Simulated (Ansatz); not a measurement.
# Run report: GeH4ClF, nudged elastic band (part 2 of 2)

Continued. System: GeH4ClF. Method: RHF/def2-SVP (Ansatz 0.2.0). It belongs to a series of runs on one base structure; here: band between the two ends.

Geometry of the input (Å):
```
Ge -0.2969  -0.3161  -0.0865
H  -0.5811  -0.5821  1.3844
Cl 1.8831  -0.1206  -0.2812
H  -0.8987  0.9900  -0.5839
H  -0.6818  -1.4988  -0.9689
F  1.0938  2.1987  1.7602
H  1.7111  1.7358  1.2861
```

**Output, continued**
```
NEB iter  45: max|band force component| = 5.528e-2 eV/Å  barrier→ = 2.5515 eV  barrier← = 2.7193 eV  CI = image 5  Δτ_max = 0.0501 Å  (257 SCF iters)
NEB iter  46: max|band force component| = 5.125e-2 eV/Å  barrier→ = 2.5514 eV  barrier← = 2.7192 eV  CI = image 5  Δτ_max = 0.0496 Å  (254 SCF iters)
NEB iter  47: max|band force component| = 3.670e-2 eV/Å  barrier→ = 2.5514 eV  barrier← = 2.7192 eV  CI = image 5  Δτ_max = 0.0497 Å  (237 SCF iters)
the calculation of the forces begins
reference -71734.24540913 eV, -2636.1848955675 hartree; 31, 31 occupied and 53, 53 virtual orbitals, 868 factors
875 factors; integrals over basis functions are off by at most 9.2e-4 eV
mean field evaluation 3072: about -71731.5275 eV, gradient 1.1e-3 eV
mean field -71731.52747156 eV, -2636.0850132043 hartree, gradient 2.2e-5 eV, S^2 0.000000; 1 other end points of the search recorded, 0 dependent functions left out
the calculation of the forces begins
reference -71731.52747156 eV, -2636.0850132043 hartree; 31, 31 occupied and 53, 53 virtual orbitals, 875 factors
NEB iter  48: max|band force component| = 2.261e-2 eV/Å  barrier→ = 2.5514 eV  barrier← = 2.7191 eV  CI = image 5  Δτ_max = 0.0000 Å  (545 SCF iters)
```

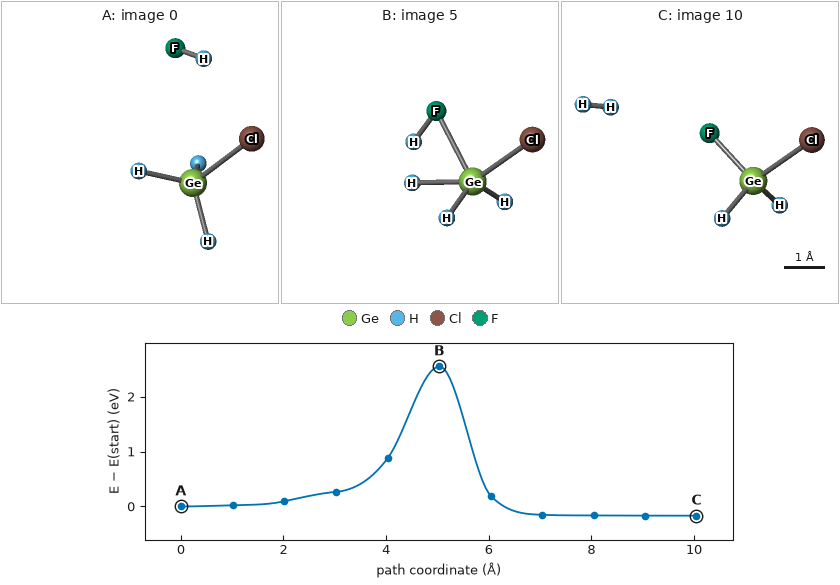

Figure 1. Images of the last band (counted from 0; ball-and-stick, seen at a tilt) above the energy along the path; the line is a cubic interpolation that uses the forces. The highest image is number 5, 2.551 eV above the start and 2.719 eV above the end (the climbing image); the end lies 0.168 eV below the start. The path is 10.05 Å long. The band converged in 48 iterations.

```
Total energy: -71731.52747156 eV, -2636.0850132043 hartree
Atom 0 at     0.195514     0.162163    -0.080025 Å, force    -0.005572    -0.002496    -0.003658 eV/Å
Atom 1 at    -0.693808     0.447073     1.488839 Å, force     0.000124    -0.001236     0.000123 eV/Å
Atom 2 at     1.996055     0.242885    -1.318531 Å, force    -0.000072    -0.000194    -0.000288 eV/Å
Atom 3 at    -0.740830     1.115693    -0.793901 Å, force     0.000772     0.000068    -0.000458 eV/Å
Atom 4 at    -0.065151    -1.326158     0.031027 Å, force     0.000484    -0.000233    -0.000801 eV/Å
Atom 5 at     1.281435     0.963147     1.412217 Å, force     0.011062     0.003474     0.003312 eV/Å
Atom 6 at     0.256286     0.802096     1.770372 Å, force    -0.006799     0.000617     0.001770 eV/Å
Dipole moment:    -0.542218    -0.108581     0.122212 e Å
this run last wrote the band of iteration 48 to [file]
```

**The last band as extended XYZ (Å, eV, eV/Å)**
```
7
Properties=species:S:1:pos:R:3:forces:R:3 image=0 energy=-71734.07884
Ge   -0.2969   -0.3161   -0.0865    0.0163   0.0084   0.0054
H    -0.5811   -0.5821    1.3844   -0.0042  -0.0029  -0.0034
Cl    1.8831   -0.1206   -0.2812   -0.0098   0.0053   0.0066
H    -0.8987    0.9900   -0.5839   -0.0014  -0.0046   0.0002
H    -0.6818   -1.4988   -0.9689   -0.0045  -0.0005  -0.0012
F     1.0938    2.1987    1.7602    0.0097  -0.0175  -0.0153
H     1.7111    1.7358    1.2861   -0.0061   0.0118   0.0077
7
Properties=species:S:1:pos:R:3:forces:R:3 image=1 energy=-71734.05653
Ge   -0.3513   -0.2691   -0.1988    0.0010  -0.0001   0.0009
H    -0.6564   -0.1285    1.2842   -0.0011  -0.0123   0.0033
Cl    1.7955    0.1264   -0.4392   -0.0001  -0.0058   0.0109
H    -1.0774    0.7644   -1.0502    0.0028   0.0075   0.0071
H    -0.5743   -1.6886   -0.7068   -0.0033  -0.0002  -0.0094
F     1.3097    2.0149    2.1310   -0.0036   0.0039  -0.0097
H     1.7837    1.5874    1.4897    0.0043   0.0069  -0.0031
7
Properties=species:S:1:pos:R:3:forces:R:3 image=2 energy=-71733.98417
Ge   -0.3311   -0.1944   -0.3070   -0.0327  -0.0041   0.0200
H    -0.6052    0.4159    1.0616   -0.0649  -0.0198  -0.0007
Cl    1.7897    0.2035   -0.6693   -0.0105   0.0311   0.0831
H    -1.1160    0.4938   -1.4147   -0.0028  -0.0104  -0.0259
H    -0.5089   -1.7066   -0.3099   -0.0082  -0.0120  -0.0257
F     1.4354    1.8445    2.4456   -0.0886   0.0286   0.1008
H     1.5655    1.3503    1.7036    0.2078  -0.0133  -0.1517
7
Properties=species:S:1:pos:R:3:forces:R:3 image=3 energy=-71733.81267
Ge   -0.2213   -0.1431   -0.3581   -0.0202  -0.0138  -0.0116
H    -0.4202    0.4541    1.0374    0.0170  -0.0023  -0.0214
Cl    1.8252    0.1791   -0.9726   -0.0114   0.0030   0.0069
H    -1.1247    0.5766   -1.3509   -0.0250  -0.0346  -0.0364
H    -0.4593   -1.6465   -0.3046   -0.0314  -0.0205  -0.0432
F     1.7457    1.6211    2.2571    0.0286   0.0368   0.0680
H     0.8842    1.3657    2.2017    0.0423   0.0314   0.0375
7
Properties=species:S:1:pos:R:3:forces:R:3 image=4 energy=-71733.19790
Ge   -0.0675    0.0156   -0.2034   -0.3475  -0.1517  -0.1709
H    -0.5426    0.4406    1.2147    0.2042  -0.0757  -0.3313
Cl    1.9198    0.2394   -1.0517   -0.1062   0.0910   0.3135
H    -0.9213    0.9032   -1.0853   -0.2439  -0.2026  -0.3160
H    -0.2537   -1.4863   -0.1476   -0.2464  -0.1904  -0.3206
F     1.4845    1.2417    1.8178    0.2726   0.2874   0.5446
H     0.6103    1.0527    1.9655    0.4673   0.2419   0.2806
7
Properties=species:S:1:pos:R:3:forces:R:3 image=5 energy=-71731.52747
Ge    0.1955    0.1622   -0.0800   -0.0056  -0.0025  -0.0037
H    -0.6938    0.4471    1.4888    0.0001  -0.0012   0.0001
Cl    1.9961    0.2429   -1.3185   -0.0001  -0.0002  -0.0003
H    -0.7408    1.1157   -0.7939    0.0008   0.0001  -0.0005
H    -0.0652   -1.3262    0.0310    0.0005  -0.0002  -0.0008
F     1.2814    0.9631    1.4122    0.0111   0.0035   0.0033
H     0.2563    0.8021    1.7704   -0.0068   0.0006   0.0018
7
Properties=species:S:1:pos:R:3:forces:R:3 image=6 energy=-71733.88671
Ge    0.4719    0.2092   -0.2306    0.3065   0.0658  -0.1689
H    -0.8155    0.4196    1.9439   -0.2270   0.0338   0.3754
Cl    1.8895    0.2443   -1.8302    0.0502  -0.1044  -0.3737
H    -0.7422    1.0446   -0.6088    0.1610   0.0379   0.0933
H     0.1652   -1.2326    0.1464    0.1246   0.1270   0.0621
F     1.4143    0.9909    0.9973    0.0967  -0.0677  -0.3225
H    -0.1537    0.7309    2.0920   -0.5120  -0.0924   0.3342
7
Properties=species:S:1:pos:R:3:forces:R:3 image=7 energy=-71734.23077
Ge    0.5618    0.2115   -0.4599    0.0062   0.0005  -0.0098
H    -0.9383    0.3785    2.6091   -0.0128   0.0011   0.0252
Cl    1.6729    0.2358   -2.2955    0.0005  -0.0045  -0.0142
H    -0.7461    0.9541   -0.6560    0.0068   0.0022  -0.0067
H     0.4671   -1.2139    0.0499    0.0073   0.0015  -0.0065
F     1.4960    1.1037    0.6747    0.0040  -0.0007  -0.0088
H    -0.2838    0.7371    2.5878   -0.0119   0.0000   0.0206
7
Properties=species:S:1:pos:R:3:forces:R:3 image=8 energy=-71734.24250
Ge    0.4351    0.2037   -0.6932   -0.0001  -0.0003  -0.0014
H    -0.5862    0.4413    3.3528    0.0004   0.0012   0.0035
Cl    1.7118    0.2971   -2.4147    0.0013   0.0010  -0.0003
H    -0.8438    0.9693   -0.9745   -0.0003  -0.0005  -0.0018
H     0.2851   -1.2417   -0.2581   -0.0001  -0.0007  -0.0021
F     1.2578    1.0328    0.5689   -0.0012  -0.0014   0.0003
H    -0.0303    0.7044    2.9287    0.0000   0.0006   0.0019
7
Properties=species:S:1:pos:R:3:forces:R:3 image=9 energy=-71734.24541
Ge    0.2573    0.2529   -0.8154   -0.0003  -0.0001  -0.0008
H    -0.0610    0.3824    3.6936    0.0011   0.0003   0.0018
Cl    1.8477    0.0143   -2.2346    0.0011   0.0006   0.0001
H    -0.8245    1.1312   -1.4147   -0.0001   0.0004  -0.0011
H    -0.1731   -1.1107   -0.3090   -0.0006  -0.0007  -0.0016
F     0.9211    1.1057    0.5226   -0.0012  -0.0016   0.0005
H     0.2620    0.6311    3.0675    0.0001   0.0012   0.0011
7
Properties=species:S:1:pos:R:3:forces:R:3 image=10 energy=-71734.24661
Ge    0.1094    0.2777   -0.8868    0.0053  -0.0177  -0.0050
H     0.4290    0.3341    3.8104    0.0007   0.0042  -0.0074
Cl    1.9862   -0.1592   -1.8295   -0.0066   0.0078   0.0011
H    -0.7214    1.1599   -1.7996    0.0051  -0.0006   0.0034
H    -0.5302   -1.0177   -0.4229   -0.0030   0.0086  -0.0001
F     0.4715    1.1993    0.5193   -0.0011   0.0009   0.0002
H     0.4851    0.6128    3.1191   -0.0005  -0.0032   0.0078
```

**Key numbers**

| quantity | value |
| --- | --- |
| outcome | converged |
| barrier, forward | 2.551 eV |
| barrier, backward | 2.719 eV |
| wall time | 11 min |
| peak memory | 0.16 GiB |

**Remarks**

The order of the saddle point was not checked.
